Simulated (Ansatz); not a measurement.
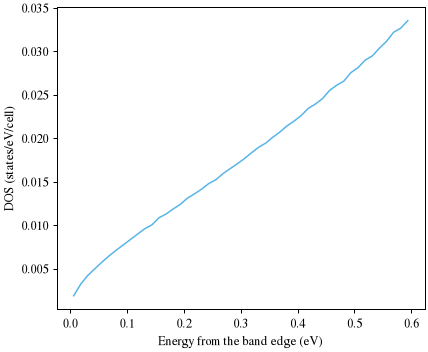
Density of states of ZnS (F-43m) above the conduction band minimum, r2SCAN with spin-orbit coupling, rigid bands (Ansatz, a first-principles code); cell volume 39.2 Å³.

Problem. What effective density of states at 300 K does this give (∫ g(E) exp(−E/k_BT) dE, both spins, divided by the cell's size)?

Solution. 2.3e18 cm⁻³, a density-of-states mass of 0.20 mₑ, valleys and band degeneracy included.

Geometry: cell and atoms relaxed with r2SCAN.
